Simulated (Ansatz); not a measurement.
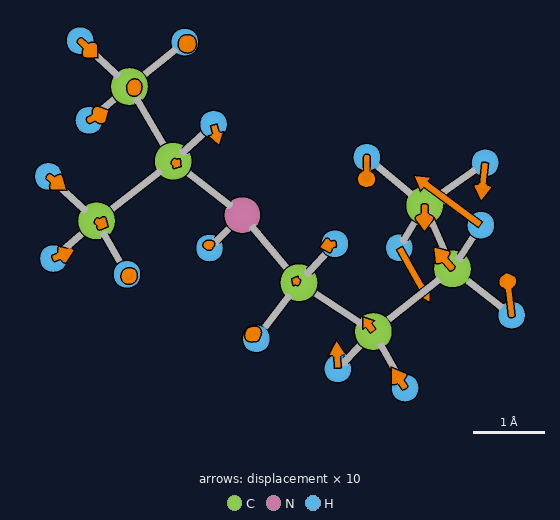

A relaxation of C7H17N. The starting structure is drawn; orange arrows show the displacements, 10 times their true length. The two geometries are superimposed by the best rigid fit.

A ball-and-stick model, seen from a free direction.

The start comes from PBE-D4/def2-SVP.

The calculation used RKS PBE0-D4/def2-TZVP (Ansatz 0.2.0).

Input
```yaml
crystal:
  periodic: [false, false, false]
  atoms:
    - {symbol: C, position_ang: [0.777251, 2.594505, 0.927743]}
    - {symbol: C, position_ang: [2.022101, 1.788185, 0.543879]}
    - {symbol: C, position_ang: [1.857097, 0.859962, -0.671081]}
    - {symbol: C, position_ang: [1.064389, -0.432327, -0.441365]}
    - {symbol: N, position_ang: [-0.338825, -0.195620, -0.133764]}
    - {symbol: C, position_ang: [-1.151877, -1.373773, 0.177039]}
    - {symbol: C, position_ang: [-1.258137, -2.405767, -0.962566]}
    - {symbol: C, position_ang: [-2.538540, -0.910916, 0.631925]}
    - {symbol: H, position_ang: [0.972696, 3.248667, 1.802481]}
    - {symbol: H, position_ang: [0.455538, 3.250078, 0.089152]}
    - {symbol: H, position_ang: [-0.066736, 1.918330, 1.164973]}
    - {symbol: H, position_ang: [2.860757, 2.488697, 0.334268]}
    - {symbol: H, position_ang: [2.355561, 1.177519, 1.414118]}
    - {symbol: H, position_ang: [2.863281, 0.560873, -1.036293]}
    - {symbol: H, position_ang: [1.396106, 1.426393, -1.514166]}
    - {symbol: H, position_ang: [1.222915, -1.096982, -1.332143]}
    - {symbol: H, position_ang: [1.509618, -0.981017, 0.420587]}
    - {symbol: H, position_ang: [-0.780815, 0.338157, -0.895506]}
    - {symbol: H, position_ang: [-0.653291, -1.872803, 1.041597]}
    - {symbol: H, position_ang: [-1.847932, -3.292028, -0.649817]}
    - {symbol: H, position_ang: [-0.262585, -2.769217, -1.287741]}
    - {symbol: H, position_ang: [-1.763137, -1.959517, -1.847189]}
    - {symbol: H, position_ang: [-2.457258, -0.198408, 1.476612]}
    - {symbol: H, position_ang: [-3.069563, -0.395795, -0.198695]}
    - {symbol: H, position_ang: [-3.168623, -1.767193, 0.945941]}
basis:
  gaussian: {orbitals: def2-TZVP}
hamiltonian: {xc: pbe0, dispersion: d4}
relax: {f_tol: 0.005, max_steps: 150}
```

Run as
```bash
ansatz run in.yaml --threads 4 --pin off --events-out ev --progress --plain --max-ram 66560MiB --backend cuda --devices 0, --max-vram 37GiB
```

> Which element moves most?

Hydrogen: up to 0.12 Å, against 0.05 Å for carbon.

> What happened in the run?

The largest move after the best rigid fit is that of H13, 0.12 Å. Largest moves by element: H 0.12 Å, C 0.05 Å, N 0.01 Å. Some distances before and after: C1–H10 1.112 → 1.095 Å, C2–H12 1.113 → 1.096 Å, C3–H15 1.115 → 1.098 Å, N5–H18 1.030 → 1.015 Å. Over 9 geometry steps the energy falls by 9.88 kJ/mol. Largest force component: 0.47 eV/Å at the start, 0.0026 eV/Å at the end. The forces were under the threshold at step 4, but the run went on from there. The run took about 24 s of wall time on a shared GPU.
